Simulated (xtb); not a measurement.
**C3H6Sn: geometry relaxation (part 2 of 4)**

C3H6Sn; GFN1-xTB (xtb 6.7.1). The geometry comes from this level: PBE0-D4/def2-TZVP.

Geometry of the input (Å):
```
C  2.5240  -0.1182  -1.2542
C  1.4216  0.2189  -0.8966
Sn -0.4880  0.7695  -0.2548
C  -1.1716  -0.7246  1.1047
H  3.4980  -0.4125  -1.5725
H  -0.3569  2.2961  0.4951
H  -1.4837  0.8724  -1.6361
H  -1.2035  -1.6895  0.5994
H  -2.1691  -0.4759  1.4672
H  -0.4877  -0.7874  1.9507
```

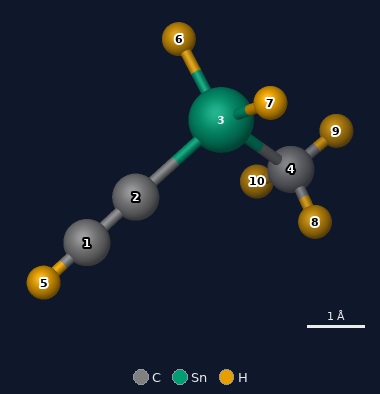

**Figure 1.** The structure as given in the input (ball-and-stick view, seen at a tilt; atoms are numbered from 1 in the order of the input). Sticks mark near contacts.

### Output, continued
```
 iter      E             dE          RMSdq      gap      omega  full diag
   1    -12.1606421 -0.121606E+02  0.281E-03    5.78       0.0  T
   2    -12.1606421 -0.240749E-07  0.130E-03    5.78      24.3  T
   3    -12.1606421 -0.576300E-09  0.476E-04    5.78      66.4  T
   4    -12.1606421  0.486722E-11  0.108E-04    5.78     292.9  T
   5    -12.1606421 -0.192450E-10  0.290E-05    5.78    1088.9  T
     SCC iter.                  ...        0 min,  0.001 sec
     gradient                   ...        0 min,  0.002 sec
 * total energy  :   -11.9612913 Eh     change       -0.2896664E-05 Eh
   gradient norm :     0.0004814 Eh/α   predicted    -0.2117117E-05 ( -26.91%)
   displ. norm   :     0.0185976 α      lambda       -0.2356179E-05
   maximum displ.:     0.0117131 α      in ANC's #3, #7, #11, ...

........................................................................
.............................. CYCLE    8 ..............................
........................................................................

 iter      E             dE          RMSdq      gap      omega  full diag
   1    -12.1605805 -0.121606E+02  0.573E-03    5.78       0.0  T
   2    -12.1605810 -0.427154E-06  0.149E-03    5.78      21.2  T
   3    -12.1605810 -0.120391E-07  0.688E-04    5.78      46.0  T
   4    -12.1605810 -0.172634E-08  0.191E-04    5.78     165.6  T
   5    -12.1605810 -0.933902E-10  0.770E-05    5.78     410.7  T
     SCC iter.                  ...        0 min,  0.001 sec
     gradient                   ...        0 min,  0.002 sec
 * total energy  :   -11.9612915 Eh     change       -0.1762342E-06 Eh
   gradient norm :     0.0006895 Eh/α   predicted    -0.1178705E-05 ( 568.83%)
   displ. norm   :     0.0106819 α      lambda       -0.2021340E-05
   maximum displ.:     0.0074756 α      in ANC's #3, #8, #10, ...

........................................................................
.............................. CYCLE    9 ..............................
........................................................................

 iter      E             dE          RMSdq      gap      omega  full diag
   1    -12.1606826 -0.121607E+02  0.428E-03    5.78       0.0  T
   2    -12.1606827 -0.178371E-06  0.135E-03    5.78      23.4  T
   3    -12.1606828 -0.671187E-08  0.460E-04    5.78      68.8  T
   4    -12.1606828 -0.565965E-09  0.201E-04    5.78     157.4  T
   5    -12.1606828 -0.729834E-10  0.591E-05    5.78     535.4  T
   6    -12.1606828 -0.955680E-12  0.116E-05    5.78    2727.2  T
     SCC iter.                  ...        0 min,  0.001 sec
     gradient                   ...        0 min,  0.002 sec
 * total energy  :   -11.9612928 Eh     change       -0.1277911E-05 Eh
   gradient norm :     0.0003197 Eh/α   predicted    -0.1009218E-05 ( -21.03%)
   displ. norm   :     0.0124772 α      lambda       -0.1089768E-05
   maximum displ.:     0.0069135 α      in ANC's #3, #6, #7, ...

........................................................................
.............................. CYCLE   10 ..............................
........................................................................

 iter      E             dE          RMSdq      gap      omega  full diag
   1    -12.1607493 -0.121607E+02  0.436E-03    5.78       0.0  T
   2    -12.1607495 -0.246676E-06  0.109E-03    5.78      28.9  T
   3    -12.1607495 -0.604448E-08  0.493E-04    5.78      64.1  T
   4    -12.1607495 -0.855557E-09  0.170E-04    5.78     185.5  T
   5    -12.1607495 -0.692921E-10  0.571E-05    5.78     553.4  T
     SCC iter.                  ...        0 min,  0.001 sec
     gradient                   ...        0 min,  0.002 sec
 * total energy  :   -11.9612925 Eh     change        0.2658368E-06 Eh
   gradient norm :     0.0004885 Eh/α   predicted    -0.5460004E-06 (-305.39%)
   displ. norm   :     0.0064185 α      lambda       -0.1154803E-05
   maximum displ.:     0.0040371 α      in ANC's #7, #3, #8, ...

........................................................................
.............................. CYCLE   11 ..............................
........................................................................

 iter      E             dE          RMSdq      gap      omega  full diag
   1    -12.1607282 -0.121607E+02  0.333E-03    5.78       0.0  T
   2    -12.1607284 -0.166060E-06  0.959E-04    5.78      33.0  T
   3    -12.1607284 -0.405209E-08  0.403E-04    5.78      78.5  T
   4    -12.1607284 -0.536598E-09  0.141E-04    5.78     225.0  T
   5    -12.1607284 -0.557243E-10  0.331E-05    5.78     955.8  T
     SCC iter.                  ...        0 min,  0.001 sec
     gradient                   ...        0 min,  0.002 sec
 * total energy  :   -11.9612934 Eh     change       -0.8448091E-06 Eh
   gradient norm :     0.0002092 Eh/α   predicted    -0.5776341E-06 ( -31.63%)
   displ. norm   :     0.0058490 α      lambda       -0.2690658E-06
   maximum displ.:     0.0039387 α      in ANC's #6, #3, #11, ...

........................................................................
.............................. CYCLE   12 ..............................
........................................................................

 iter      E             dE          RMSdq      gap      omega  full diag
   1    -12.1606669 -0.121607E+02  0.174E-03    5.78       0.0  T
   2    -12.1606669 -0.322020E-07  0.441E-04    5.78      71.8  T
   3    -12.1606669 -0.324167E-09  0.215E-04    5.78     147.0  T
   4    -12.1606669 -0.350511E-10  0.915E-05    5.78     345.6  T
   5    -12.1606669 -0.211120E-10  0.263E-05    5.78    1202.2  T
     SCC iter.                  ...        0 min,  0.001 sec
     gradient                   ...        0 min,  0.002 sec
 * total energy  :   -11.9612935 Eh     change       -0.1037822E-06 Eh
   gradient norm :     0.0001888 Eh/α   predicted    -0.1350222E-06 (  30.10%)
   displ. norm   :     0.0041924 α      lambda       -0.1727190E-06
   maximum displ.:     0.0033193 α      in ANC's #3, #6, #7, ...

........................................................................
.............................. CYCLE   13 ..............................
........................................................................

 iter      E             dE          RMSdq      gap      omega  full diag
   1    -12.1606792 -0.121607E+02  0.156E-03    5.78       0.0  T
   2    -12.1606792 -0.303533E-07  0.384E-04    5.78      82.3  T
   3    -12.1606792 -0.347558E-09  0.157E-04    5.78     202.0  T
   4    -12.1606792 -0.411671E-10  0.724E-05    5.78     436.8  T
     SCC iter.                  ...        0 min,  0.000 sec
     gradient                   ...        0 min,  0.002 sec
 * total energy  :   -11.9612936 Eh     change       -0.1453792E-06 Eh
   gradient norm :     0.0001657 Eh/α   predicted    -0.8806344E-07 ( -39.42%)
   displ. norm   :     0.0048502 α      lambda       -0.1641686E-06
   maximum displ.:     0.0042748 α      in ANC's #3, #6, #12, ...

........................................................................
.............................. CYCLE   14 ..............................
........................................................................

 iter      E             dE          RMSdq      gap      omega  full diag
   1    -12.1607340 -0.121607E+02  0.354E-04    5.78       0.0  T
   2    -12.1607340 -0.873843E-09  0.176E-04    5.78     180.1  T
   3    -12.1607340 -0.182503E-10  0.938E-05    5.78     337.1  T
     SCC iter.                  ...        0 min,  0.000 sec
     gradient                   ...        0 min,  0.002 sec
 * total energy  :   -11.9612937 Eh     change       -0.9930581E-07 Eh
   gradient norm :     0.0001327 Eh/α   predicted    -0.8316980E-07 ( -16.25%)
   displ. norm   :     0.0028320 α      lambda       -0.6503156E-07
   maximum displ.:     0.0025277 α      in ANC's #3, #11, #6, ...

   *** GEOMETRY OPTIMIZATION CONVERGED AFTER 14 ITERATIONS ***

------------------------------------------------------------------------
 total energy gain   :        -0.0009771 Eh       -0.6132 kcal/mol
 total RMSD          :         0.0788370 a0        0.0417 Å
 total power (kW/mol):        -0.1832477 (step)  -42.4911 (real)
------------------------------------------------------------------------

 ANCopt (total)                0 d,  0 h,  0 min,  0.060 sec
 optimizer setup                ...        0 min,  0.000 sec (  0.072%)
 model hessian                  ...        0 min,  0.000 sec (  0.428%)
 ANC generation                 ...        0 min,  0.000 sec (  0.137%)
 coordinate transformation      ...        0 min,  0.000 sec (  0.061%)
 single point calculation       ...        0 min,  0.059 sec ( 97.606%)
 optimization log               ...        0 min,  0.000 sec (  0.570%)
 hessian update                 ...        0 min,  0.000 sec (  0.050%)
 rational function              ...        0 min,  0.000 sec (  0.685%)

================
 final structure:
================
10
 xtb: 6.7.1
C            2.53182751255641       -0.09894245041638       -1.27120609438029
C            1.43162543543711        0.22719795501665       -0.90735276053793
Sn          -0.47110446429415        0.75373951722455       -0.25323029469068
C           -1.18963862925865       -0.73108371521464        1.11857320320037
H            3.50165291288396       -0.37788697370326       -1.59737679767819
H           -0.33788992279294        2.26048028515218        0.45020839369025
H           -1.42872836491163        0.88209290981084       -1.61312851189969
H           -1.24141253254451       -1.70006538566952        0.63635602810612
H           -2.18117831997743       -0.46163359675052        1.46343694622508
H           -0.53205362709825       -0.80509854544989        1.97661988796493

 Bond Distances (Angstroems)
 ---------------------------
C1-C2=1.2038         C1-H5=1.0605         C2-C1=1.2038         C2-Sn3=2.0798        Sn3-C2=2.0798        Sn3-C4=2.1454
Sn3-H6=1.6682        Sn3-H7=1.6682        C4-Sn3=2.1454        C4-H8=1.0836         C4-H9=1.0838         C4-H10=1.0836
H5-C1=1.0605         H6-Sn3=1.6682        H7-Sn3=1.6682        H8-C4=1.0836         H9-C4=1.0838         H10-C4=1.0836
 C  H  Rav=1.0779 sigma=0.0100  Rmin=1.0605  Rmax=1.0838     4
 C  C  Rav=1.2038 sigma=0.0000  Rmin=1.2038  Rmax=1.2038     1
 Sn H  Rav=1.6682 sigma=0.0000  Rmin=1.6682  Rmax=1.6682     2
 Sn C  Rav=2.1126 sigma=0.0328  Rmin=2.0798  Rmax=2.1454     2

 selected bond angles (degree)
 --------------------
H5-C1-C2=179.45                Sn3-C2-C1=178.76               C4-Sn3-C2=109.41               H6-Sn3-C2=106.75
H6-Sn3-C4=112.47               H7-Sn3-C2=106.75               H7-Sn3-C4=112.47               H7-Sn3-H6=108.67
H8-C4-Sn3=110.51               H9-C4-Sn3=109.74               H9-C4-H8=108.68                H10-C4-Sn3=110.51
H10-C4-H8=108.68               H10-C4-H9=108.68

 selected dihedral angles (degree)
 ---------------------------------
Sn3-C2-C1-H5=181.00           C4-Sn3-C2-C1=  0.18           H6-Sn3-C2-C1=122.14           H7-Sn3-C2-C1=238.23
H8-C4-Sn3-C2=299.80           H8-C4-Sn3-H6=181.35           H8-C4-Sn3-H7= 58.26           H9-C4-Sn3-C2=179.97
H9-C4-Sn3-H6= 61.52           H9-C4-Sn3-H7=298.43           H10-C4-Sn3-C2= 60.14          H10-C4-Sn3-H6=301.68
H10-C4-Sn3-H7=178.59
           -------------------------------------------------
          |                Final Singlepoint                |
           -------------------------------------------------

          ...................................................
          :                      SETUP                      :
          :.................................................:
          :  # basis functions                  34          :
          :  # atomic orbitals                  33          :
          :  # shells                           21          :
          :  # electrons                        22          :
          :  # halogen bonds                     0          :
          :  max. iterations                   250          :
          :  Hamiltonian                  GFN1-xTB          :
          :  restarted?                      false          :
          :  GBSA solvation                  false          :
          :  PC potential                    false          :
          :  electronic temp.          300.0000000     K    :
          :  accuracy                    1.0000000          :
          :  -> integral cutoff          0.2500000E+02      :
          :  -> integral neglect         0.1000000E-07      :
          :  -> SCF convergence          0.1000000E-05 Eh   :
          :  -> wf. convergence          0.2000000E-04 e    :
          :  Broyden damping             0.4000000          :
          :  net charge                          0          :
          :  unpaired electrons                  0          :
          ...................................................

 iter      E             dE          RMSdq      gap      omega  full diag
   1    -12.1607340 -0.121607E+02  0.288E-05    5.78       0.0  T
   2    -12.1607340 -0.183675E-11  0.140E-05    5.78    2262.8  T
   3    -12.1607340 -0.424549E-12  0.785E-06    5.78    4029.8  T

   *** convergence criteria satisfied after 3 iterations ***

         #    Occupation            Energy/Eh            Energy/eV
      -------------------------------------------------------------
         1        2.0000           -0.9298848             -25.3035
       ...           ...                  ...                  ...
         5        2.0000           -0.5170657             -14.0701
         6        2.0000           -0.5164403             -14.0531
         7        2.0000           -0.4800813             -13.0637
         8        2.0000           -0.4710292             -12.8174
         9        2.0000           -0.4605110             -12.5311
        10        2.0000           -0.4511362             -12.2760
        11        2.0000           -0.4425081             -12.0413 (HOMO)
        12                         -0.2300643              -6.2604 (LUMO)
        13                         -0.2235858              -6.0841
        14                         -0.1803509              -4.9076
        15                         -0.1593852              -4.3371
        16                         -0.1205440              -3.2802
       ...                                ...                  ...
        33                          1.3204738              35.9319
      -------------------------------------------------------------
                  HL-Gap            0.2124438 Eh            5.7809 eV
             Fermi-level           -0.3362862 Eh           -9.1508 eV

 SCC (total)                   0 d,  0 h,  0 min,  0.004 sec
 SCC setup                      ...        0 min,  0.000 sec (  0.851%)
 Dispersion                     ...        0 min,  0.000 sec (  0.336%)
 classical contributions        ...        0 min,  0.000 sec (  0.138%)
 integral evaluation            ...        0 min,  0.001 sec ( 30.510%)
 iterations                     ...        0 min,  0.000 sec (  9.113%)
 molecular gradient             ...        0 min,  0.002 sec ( 57.512%)
 printout                       ...        0 min,  0.000 sec (  1.427%)

         :::::::::::::::::::::::::::::::::::::::::::::::::::::
         ::                     SUMMARY                     ::
         :::::::::::::::::::::::::::::::::::::::::::::::::::::
         :: total energy             -11.961293702593 Eh    ::
         :: gradient norm              0.000132806143 Eh/a0 ::
         :: HOMO-LUMO gap              5.780891192023 eV    ::
         ::.................................................::
         :: SCC energy               -12.160733974874 Eh    ::
         :: -> electrostatic           0.001329374286 Eh    ::
         :: repulsion energy           0.202405067180 Eh    ::
         :: dispersion energy         -0.002964794899 Eh    ::
         :: halogen bond corr.         0.000000000000 Eh    ::
         :: add. restraining           0.000000000000 Eh    ::
         :: total charge               0.000000000000 e     ::
         :::::::::::::::::::::::::::::::::::::::::::::::::::::

           -------------------------------------------------
          |                Numerical Hessian                |
           -------------------------------------------------
step length          :   0.00500
SCC accuracy         :   0.30000
Hessian scale factor :   1.00000
frozen atoms in %    :   0.00000    0
RMS gradient         :   0.00013
estimated CPU  time      0.00 min

writing file <hessian>.
```
